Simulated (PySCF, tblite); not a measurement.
# C₃H₁₄OSi₃: geometry, infrared bands and NMR shifts

What infrared bands and NMR shifts should C₃H₁₄OSi₃ (`C[SiH2]O[Si@@H](C)C[SiH3]`) show?

Computed with tblite 0.8.0 and PySCF 2.14.0, with density-fitted response routines of our own, on a single molecule in the gas phase. Atoms count from 0, in the outputs and in this text.

## (1) Starting geometry

21 atoms, charge 0, multiplicity 1; geometry from: force field or distance geometry start.

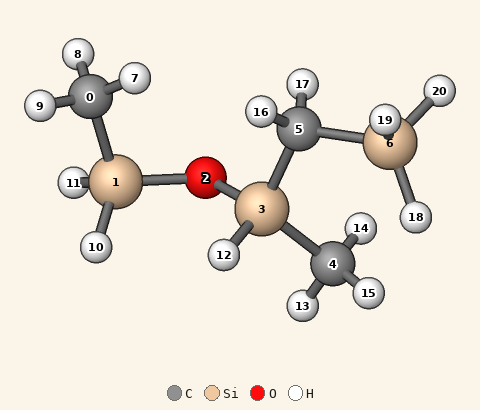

As it starts; carbon grey, silicon light orange, oxygen red, hydrogen white, atoms numbered.

## (2) Relaxing the molecule with GFN2-xTB

Job settings and geometry (Å):

```
{"job": {"kind": "relax", "xc": "GFN2-xTB", "basis": "xTB"}, "charge": 0, "multiplicity": 1}
C     -2.931700     1.242300     0.027800
Si    -2.549000    -0.584100     0.042500
O     -1.065400    -0.833600    -0.762800
Si     0.304200    -0.693500     0.252500
C      1.438800    -2.099400    -0.264500
C      1.030000     0.972100    -0.046100
Si     2.858200     1.081900     0.237300
H     -2.005300     1.856600     0.171200
H     -3.423500     1.489100    -0.938400
H     -3.643700     1.492800     0.865100
H     -2.576500    -1.151000     1.398700
H     -3.610100    -1.246300    -0.743900
H     -0.030500    -0.821100     1.684500
H      0.839500    -3.032000    -0.154400
H      1.681000    -1.990500    -1.341600
H      2.305700    -2.208000     0.400200
H      0.533900     1.721500     0.611900
H      0.823400     1.253400    -1.082500
H      3.447800    -0.118300     0.824200
H      3.091200     2.216700     1.168900
H      3.473300     1.468200    -1.041900
```

Command:

```
$ OMP_NUM_THREADS=1 python probes_run.py task.json out
```

The driver reads the jobs from task.json and runs them one after another.

The log of the run:

```text
step      E/eV     max force
  0    -622.52117    2.460
  1    -622.76329    1.637
  2    -622.87159    0.758
  3    -622.92303    0.800
  4    -622.98929    0.477
  5    -623.01467    0.458
  6    -623.04749    0.466
  7    -623.06775    0.381
  8    -623.08372    0.297
  9    -623.09545    0.313
 10    -623.10719    0.353
 11    -623.11965    0.351
 12    -623.13162    0.294
 13    -623.14113    0.199
 14    -623.14936    0.198
 15    -623.15904    0.248
 16    -623.17016    0.303
 17    -623.17932    0.279
 18    -623.18559    0.172
 19    -623.19099    0.161
 20    -623.19708    0.248
 21    -623.20419    0.299
 22    -623.21088    0.222
 23    -623.21612    0.145
 24    -623.22032    0.129
 25    -623.22475    0.199
 26    -623.22981    0.224
 27    -623.23483    0.153
 28    -623.23973    0.171
 29    -623.24443    0.145
 30    -623.24817    0.136
 31    -623.25071    0.120
 32    -623.25257    0.092
 33    -623.25446    0.093
 34    -623.25678    0.118
 35    -623.25895    0.106
 36    -623.26024    0.165
 37    -623.26146    0.091
 38    -623.26234    0.070
 39    -623.26330    0.076
 40    -623.26388    0.080
 41    -623.26449    0.053
 42    -623.26497    0.056
 43    -623.26544    0.045
 44    -623.26583    0.048
 45    -623.26627    0.050
 46    -623.26678    0.058
 47    -623.26727    0.060
 48    -623.26760    0.038
 49    -623.26780    0.032
 50    -623.26799    0.036
 51    -623.26824    0.041
 52    -623.26854    0.045
 53    -623.26881    0.041
 54    -623.26904    0.049
 55    -623.26927    0.048
 56    -623.26953    0.037
 57    -623.26980    0.033
 58    -623.27007    0.041
 59    -623.27036    0.055
 60    -623.27071    0.061
 61    -623.27112    0.054
 62    -623.27159    0.046
 63    -623.27212    0.047
 64    -623.27273    0.061
 65    -623.27338    0.071
 66    -623.27409    0.061
 67    -623.27481    0.080
 68    -623.27591    0.085
 69    -623.27716    0.088
 70    -623.27824    0.080
 71    -623.27775    0.142
 72    -623.27916    0.048
 73    -623.27949    0.043
 74    -623.28075    0.072
 75    -623.28152    0.079
 76    -623.28307    0.057
 77    -623.28361    0.060
 78    -623.28417    0.059
 79    -623.28452    0.126
 80    -623.28555    0.079
 81    -623.28677    0.056
 82    -623.28804    0.067
 83    -623.28891    0.108
 84    -623.29000    0.096
 85    -623.29281    0.094
 86    -623.29490    0.120
 87    -623.27541    0.637
 88    -623.29675    0.086
 89    -623.29777    0.081
 90    -623.29984    0.087
 91    -623.30122    0.158
 92    -623.30260    0.089
 93    -623.30546    0.064
 94    -623.30667    0.066
 95    -623.30774    0.069
 96    -623.30868    0.078
 97    -623.30977    0.081
 98    -623.31063    0.105
 99    -623.31187    0.084
100    -623.31330    0.081
101    -623.31474    0.061
102    -623.31552    0.058
103    -623.31603    0.049
104    -623.31665    0.053
105    -623.31756    0.061
106    -623.31851    0.137
107    -623.31959    0.080
108    -623.32077    0.076
109    -623.32135    0.066
110    -623.32204    0.060
111    -623.32280    0.074
112    -623.32378    0.053
113    -623.32469    0.055
114    -623.32497    0.088
115    -623.32559    0.043
116    -623.32589    0.036
117    -623.32662    0.057
118    -623.32726    0.067
119    -623.32816    0.070
120    -623.32897    0.059
121    -623.32969    0.049
122    -623.33016    0.044
123    -623.33053    0.038
124    -623.33090    0.033
125    -623.33129    0.037
126    -623.33168    0.037
127    -623.33204    0.053
128    -623.33238    0.043
129    -623.33279    0.039
130    -623.33325    0.045
131    -623.33375    0.040
132    -623.33419    0.038
133    -623.33456    0.049
134    -623.33495    0.058
135    -623.33554    0.066
136    -623.33651    0.085
137    -623.33787    0.077
138    -623.33918    0.067
139    -623.34001    0.058
140    -623.34045    0.069
141    -623.34095    0.052
142    -623.34174    0.047
143    -623.34261    0.069
144    -623.34369    0.071
145    -623.34448    0.069
146    -623.34542    0.074
147    -623.34641    0.083
148    -623.34749    0.110
149    -623.34853    0.112
150    -623.34904    0.092
151    -623.34999    0.058
152    -623.35042    0.037
153    -623.35081    0.035
154    -623.35111    0.037
155    -623.35128    0.031
156    -623.35142    0.023
157    -623.35157    0.021
158    -623.35172    0.023
159    -623.35182    0.024
160    -623.35188    0.019
161    -623.35192    0.012
162    -623.35195    0.009
```

Run time: 5.1 s. Hardware: 1 thread of Intel Xeon at 2.50GHz, shared host; peak memory 0.18 GiB.

Step by step: (not every step is listed)

| step | energy from step 0 (eV) | largest force (eV/Å) |
| --- | --- | --- |
| 0 | 0.0000 | 2.4596 |
| 1 | -0.2421 | 1.6372 |
| 2 | -0.3504 | 0.7584 |
| 3 | -0.4019 | 0.8005 |
| 4 | -0.4681 | 0.4775 |
| 5 | -0.4935 | 0.4579 |
| 6 | -0.5263 | 0.4664 |
| 7 | -0.5466 | 0.3814 |
| 8 | -0.5625 | 0.2965 |
| 22 | -0.6897 | 0.2223 |
| 36 | -0.7391 | 0.1655 |
| 50 | -0.7468 | 0.0363 |
| 64 | -0.7516 | 0.0609 |
| 78 | -0.7630 | 0.0585 |
| 92 | -0.7814 | 0.0889 |
| 106 | -0.7973 | 0.1369 |
| 120 | -0.8078 | 0.0592 |
| 134 | -0.8138 | 0.0578 |
| 148 | -0.8263 | 0.1098 |
| 157 | -0.8304 | 0.0214 |
| 158 | -0.8306 | 0.0234 |
| 159 | -0.8306 | 0.0237 |
| 160 | -0.8307 | 0.0191 |
| 161 | -0.8307 | 0.0117 |
| 162 | -0.8308 | 0.0091 |

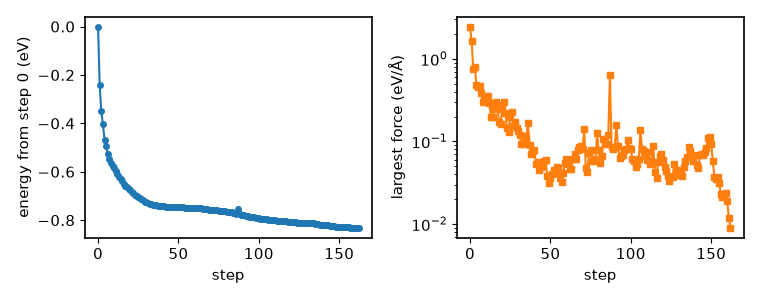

Energy and force, step by step.

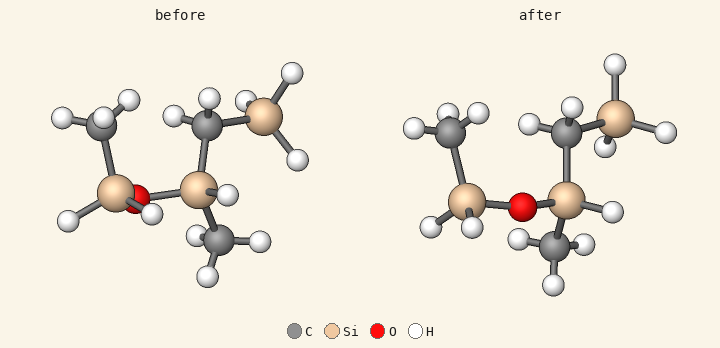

Before and after, at one scale.

Close pairs (by a distance rule), those that changed most:

| bond | before (Å) | after (Å) | change (Å) |
| --- | --- | --- | --- |
| Si1–O2 | 1.706 | 1.622 | -0.085 |
| O2–Si3 | 1.711 | 1.630 | -0.081 |
| Si3–C5 | 1.841 | 1.901 | +0.059 |
| C0–H9 | 1.127 | 1.086 | -0.042 |
| C5–Si6 | 1.853 | 1.895 | +0.042 |
| C0–H7 | 1.121 | 1.087 | -0.034 |
| C0–Si1 | 1.866 | 1.897 | +0.031 |
| C4–H13 | 1.114 | 1.086 | -0.028 |

The next job starts from the end point, and lists it.

## (3) Infrared spectrum with GFN2-xTB

Job settings and geometry (Å):

```
{"job": {"kind": "ir", "xc": "GFN2-xTB", "basis": "xTB"}, "charge": 0, "multiplicity": 1}
C     -2.970810     1.238474    -0.023613
Si    -2.636106    -0.623039     0.125099
O     -1.127171    -0.870190     0.665309
Si     0.501136    -0.798981     0.671504
C      1.166633    -2.063923    -0.574202
C      1.073215     0.956667     0.221519
Si     2.950626     1.210012     0.181946
H     -2.814895     1.744656     0.925575
H     -2.312186     1.704263    -0.752339
H     -3.992744     1.432143    -0.334941
H     -3.481133    -1.252236     1.139493
H     -2.755611    -1.271598    -1.184819
H      0.835679    -1.146850     2.055644
H      0.817020    -3.064563    -0.338706
H      0.840354    -1.835105    -1.585099
H      2.251514    -2.081426    -0.573110
H      0.639955     1.657515     0.935799
H      0.660788     1.230755    -0.750706
H      3.539650     0.788980     1.455107
H      3.252337     2.628252    -0.045257
H      3.552829     0.433137    -0.905270
```

The log of the run:

```text
mode    cm-1     km/mol
  1     -15.2      0.16
  2      29.1      0.02
  3      35.0      0.28
  4      54.1      1.18
  5      97.8      0.07
  6     112.4      0.57
  7     119.9      0.83
  8     121.7      1.00
  9     161.6      0.51
 10     199.0      1.86
 11     241.6     18.76
 12     249.2     20.99
 13     475.2     52.84
 14     492.4     19.77
 15     502.6     13.56
 16     547.2     25.33
 17     606.7     49.07
 18     615.7     21.67
 19     666.2    105.27
 20     684.5    152.03
 21     700.4     93.86
 22     712.4     78.56
 23     756.8     66.60
 24     766.9     71.06
 25     774.4    179.43
 26     788.7    317.36
 27     793.0    245.69
 28     803.7    455.38
 29     810.3    116.28
 30     820.1    174.84
 31     823.2    229.30
 32     844.5    191.10
 33     855.9     98.78
 34    1010.9      2.78
 35    1067.2    823.82
 36    1133.8    105.97
 37    1373.4     21.20
 38    1374.2     13.72
 39    1455.7      0.10
 40    1486.1      0.22
 41    1488.9      0.65
 42    1489.6      0.33
 43    1491.4      0.37
 44    2210.8    277.74
 45    2223.4    151.37
 46    2226.4    410.38
 47    2242.8    401.59
 48    2252.4    220.72
 49    2254.9    434.84
 50    2964.6     42.43
 51    2978.6     21.87
 52    3028.0     36.81
 53    3032.1     22.10
 54    3032.4     33.54
 55    3044.2     27.90
 56    3048.0     29.53
 57    3053.1     31.74
```

Run time: 3.4 s. Hardware: 1 thread of Intel Xeon at 2.50GHz, shared host; peak memory 0.18 GiB.

The strongest bands and the atoms that carry them (share of the mass-weighted mode):

| cm⁻¹ | km/mol | atoms |
| --- | --- | --- |
| 789 | 317.4 | H19 42 %, H18 39 % |
| 793 | 245.7 | H20 38 %, H18 35 % |
| 804 | 455.4 | H19 41 %, H20 35 % |
| 1067 | 823.8 | O2 78 %, Si1 10 % |
| 2211 | 277.7 | H11 89 % |
| 2226 | 410.4 | H19 79 % |
| 2243 | 401.6 | H20 85 % |
| 2255 | 434.8 | H10 56 %, H18 33 % |

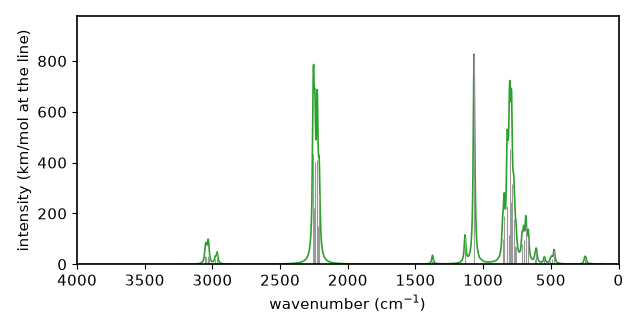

The infrared spectrum from these modes, unscaled. Lines are broadened to a width of 14 cm⁻¹ (Lorentzian).

## (4) NMR shieldings: PBE0/pcSseg-1

The job, as its differences from that of step 3:

```diff
@@ -1,2 +1,2 @@
-{"job": {"kind": "ir", "xc": "GFN2-xTB", "basis": "xTB"}, "charge": 0, "multiplicity": 1}
+{"job": {"kind": "nmr", "xc": "PBE0", "basis": "pcSseg-1"}, "charge": 0, "multiplicity": 1}
 C     -2.970810     1.238474    -0.023613
```

Level: GIAO PBE0/pcSseg-1 NMR shielding, non-relativistic, gas phase.

The log of the run:

```text
coarse grid: 17896 points
cycle   1  E = -1065.6953119400  dE =  2.909e-01  |g| = 8.814e-01  |ddm| = 3.994e+00
cycle   2  E = -1065.5091826043  dE =  1.861e-01  |g| = 1.312e+00  |ddm| = 1.794e+00
cycle   3  E = -1065.8426172762  dE = -3.334e-01  |g| = 1.644e-01  |ddm| = 1.287e+00
cycle   4  E = -1065.8478724037  dE = -5.255e-03  |g| = 4.230e-02  |ddm| = 1.506e-01
cycle   5  E = -1065.8483111405  dE = -4.387e-04  |g| = 8.255e-03  |ddm| = 4.370e-02
cycle   6  E = -1065.8483285361  dE = -1.740e-05  |g| = 2.360e-03  |ddm| = 1.217e-02
cycle   7  E = -1065.8483298797  dE = -1.344e-06  |g| = 6.411e-04  |ddm| = 2.492e-03
final grid: 155824 points
cycle   8  E = -1065.8969749487  dE = -2.245e-05  |g| = 1.021e-02  |ddm| = 2.138e-02
cycle   9  E = -1065.8969522845  dE =  2.266e-05  |g| = 1.478e-02  |ddm| = 1.761e-02
cycle  10  E = -1065.8969966664  dE = -4.438e-05  |g| = 1.440e-03  |ddm| = 1.100e-02
cycle  11  E = -1065.8969970725  dE = -4.061e-07  |g| = 1.672e-04  |ddm| = 1.224e-03
cycle  12  E = -1065.8969970786  dE = -6.035e-09  |g| = 3.443e-05  |ddm| = 1.826e-04
cycle  13  E = -1065.8969970788  dE = -2.140e-10  |g| = 1.421e-05  |ddm| = 4.583e-05
converged SCF energy = -1065.8969970788

GIAO shielding tensors (ppm)
atom      isotropic    diamagn.    paramagn.     s11        s22        s33       span
  0 C      186.093     255.972     -69.879    173.300    189.194    195.784     22.483
  1 Si     374.286     881.444    -507.159    323.226    375.674    423.957    100.732
  2 O      285.009     402.811    -117.802    221.888    295.128    338.010    116.122
  3 Si     354.166     882.299    -528.134    313.872    363.265    385.360     71.488
  4 C      186.412     256.602     -70.190    178.800    187.773    192.664     13.864
  5 C      189.184     263.423     -74.238    181.540    188.053    197.959     16.419
  6 Si     428.607     879.922    -451.314    400.947    415.278    469.598     68.651
  7 H       31.214      32.515      -1.301     27.356     29.426     36.859      9.503
  8 H       31.287      35.104      -3.818     26.958     30.321     36.581      9.623
  9 H       31.869      28.020       3.849     27.804     27.842     39.961     12.158
 10 H       26.553      28.938      -2.384     22.442     25.108     32.111      9.669
 11 H       26.480      30.676      -4.196     22.520     25.630     31.291      8.771
 12 H       26.498      30.990      -4.493     22.935     25.175     31.383      8.448
 13 H       31.284      30.584       0.700     26.961     28.438     38.452     11.491
 14 H       31.472      34.061      -2.589     28.053     29.396     36.967      8.914
 15 H       31.785      31.473       0.312     26.644     30.274     38.437     11.793
 16 H       31.552      35.430      -3.878     26.000     30.382     38.276     12.276
 17 H       31.788      37.370      -5.582     27.193     30.492     37.678     10.485
 18 H       27.921      28.803      -0.882     24.451     26.132     33.180      8.729
 19 H       27.676      28.389      -0.712     23.922     25.405     33.702      9.780
 20 H       27.937      29.443      -1.506     24.046     27.123     32.643      8.597
```

Run time: 99 s. Hardware: 1 thread of Intel Xeon at 2.50GHz, shared host; peak memory 0.95 GiB.

Shifts follow as δ = σ(reference) − σ, with reference shieldings (ppm) from runs at the same level and on the same kind of geometry: 1H TMS 31.72, 13C TMS 186.9, 29Si TMS 349.2, 17O H2O 336.1. The references are single molecules in the gas phase, so shifts against H2O, NH3, PH3, H3PO4 or CFCl3 are not on the usual liquid scales and can be off by tens of ppm. Atoms listed in one row are averaged.

| atoms | environment | σ (ppm) | δ (ppm) | δ scaled to CDCl3 |
| --- | --- | --- | --- | --- |
| C0 | methyl carbon bonded to Si | 186.1 | 0.8 | -1.1 |
| C4 | methyl carbon bonded to Si | 186.4 | 0.5 | -1.4 |
| C5 | sp3 CH2 bonded to 2 Si | 189.2 | -2.3 | -4.1 |
| H11 | hydrogen on a silicon bonded to C, O | 26.48 | 5.24 | – |
| H12 | hydrogen on a silicon bonded to 2 C, O | 26.50 | 5.22 | – |
| H10 | hydrogen on a silicon bonded to C, O | 26.55 | 5.16 | – |
| H18, H19, H20 | hydrogen on a silicon bonded to C | 27.84 | 3.87 | – |
| H7, H8, H9 | hydrogen on a methyl carbon bonded to Si | 31.46 | 0.26 | 0.35 |
| H13, H14, H15 | hydrogen on a methyl carbon bonded to Si | 31.51 | 0.20 | 0.30 |
| H16 | hydrogen on an sp3 CH2 bonded to 2 Si | 31.55 | 0.16 | 0.26 |
| H17 | hydrogen on an sp3 CH2 bonded to 2 Si | 31.79 | -0.07 | 0.04 |
| Si3 | silicon bonded to 2 C, O, H | 354.2 | -5.0 | – |
| Si1 | silicon bonded to C, O, 2 H | 374.3 | -25.1 | – |
| Si6 | silicon bonded to C, 3 H | 428.6 | -79.4 | – |
| O2 | oxygen bonded to 2 Si | 285.0 | 51.1 | – |

The scaled column applies a straight-line fit of computed shieldings to shifts measured in CDCl3 (root-mean-square error 0.16 ppm for H, 1.9 ppm for C).

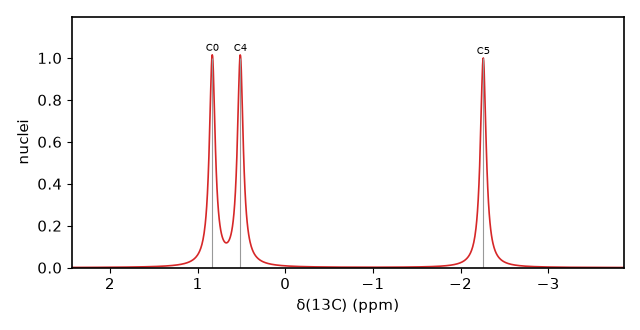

13C lines at the computed shifts, without couplings. Lines are broadened to a width of 0.08 ppm (Lorentzian).

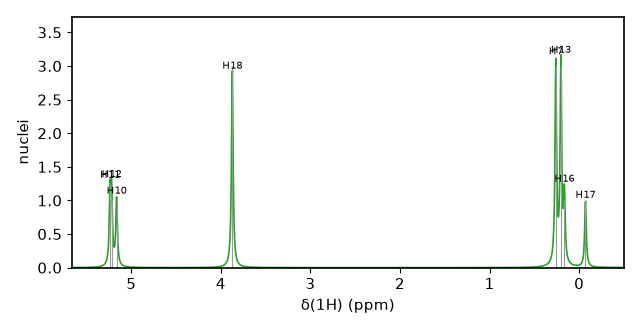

1H lines at the computed shifts, without couplings. Lines are broadened to a width of 0.02 ppm (Lorentzian).

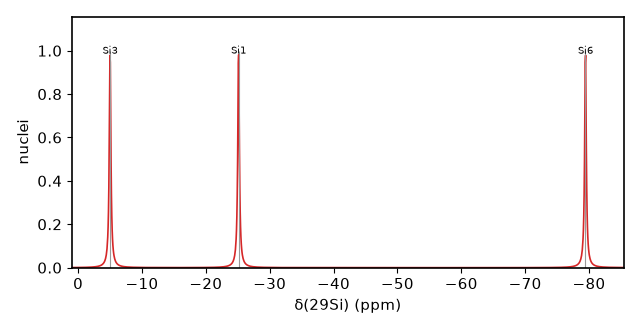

29Si lines at the computed shifts, without couplings. Lines are broadened to a width of 0.30 ppm (Lorentzian).

The run also stored atomic charges by several schemes (e):

| atoms | Mulliken | IAO | Hirshfeld | ESP fit |
| --- | --- | --- | --- | --- |
| C0 | -0.65 | -0.74 | -0.22 | -0.64 |
| Si1 | 0.85 | 1.03 | 0.41 | 0.80 |
| O2 | -0.73 | -0.88 | -0.30 | -0.61 |
| Si3 | 1.02 | 1.15 | 0.43 | 1.01 |
| C4 | -0.65 | -0.74 | -0.22 | -0.80 |
| C5 | -0.88 | -0.85 | -0.25 | -0.62 |
| Si6 | 0.47 | 0.60 | 0.31 | 0.39 |

Hirshfeld charges:

C0 -0.22; Si1 0.41; O2 -0.30; Si3 0.43; C4 -0.22; C5 -0.25; Si6 0.31; H7 0.04; H8 0.04; H9 0.04; H10 -0.09; H11 -0.09; H12 -0.09; H13 0.04; H14 0.04; H15 0.04; H16 0.04; H17 0.04; H18 -0.08; H19 -0.08; H20 -0.08

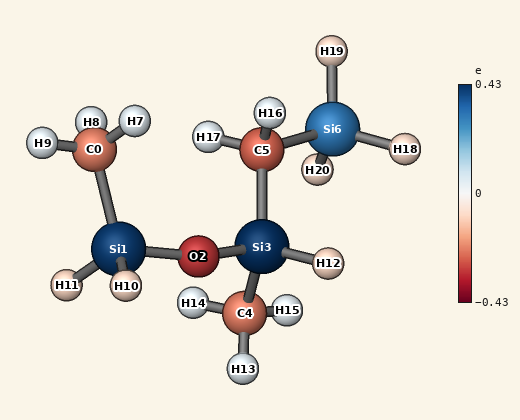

Hirshfeld charges, as colours on the atoms.

Mayer bond orders: C0–Si1 0.94, Si1–O2 0.94, O2–Si3 0.92, Si3–C4 0.94, Si3–C5 0.88, C5–Si6 0.93.

## (5) Results

| quantity | value |
| --- | --- |
| strongest single infrared mode (GFN2-xTB) | 1067 cm⁻¹, 824 km/mol |
| zero-point energy (GFN2-xTB) | 96.1 kcal/mol |
| 13C shifts against TMS (PBE0/pcSseg-1) | 0.8, 0.5, -2.3 ppm |
| 1H shifts against TMS (PBE0/pcSseg-1, means over atoms taken as alike) | 5.24, 5.22, 5.16, 3.87, 0.26, 0.20, 0.16, -0.07 ppm |
| 29Si shifts against TMS (PBE0/pcSseg-1) | -5.0, -25.1, -79.4 ppm |
| 17O shifts against H2O (PBE0/pcSseg-1) | 51.1 ppm |

**Reading.** Relaxing lowered the energy by 0.831 eV in 162 steps; the close pair that moved most is Si1–O2, from 1.706 to 1.622 Å. The lowest mode is slightly imaginary (15i cm⁻¹), a soft motion within the noise of the Hessian, so the minimum is not strictly shown. The strongest single mode, at 1067 cm⁻¹, moves mainly O2. GFN2-xTB is a fitted tight-binding method: band positions and strengths are rough. Its intensities can rank the bands wrongly. At PBE0/pcSseg-1: Shielding is most anisotropic at O2 (span 116 ppm, paramagnetic term -118 ppm).
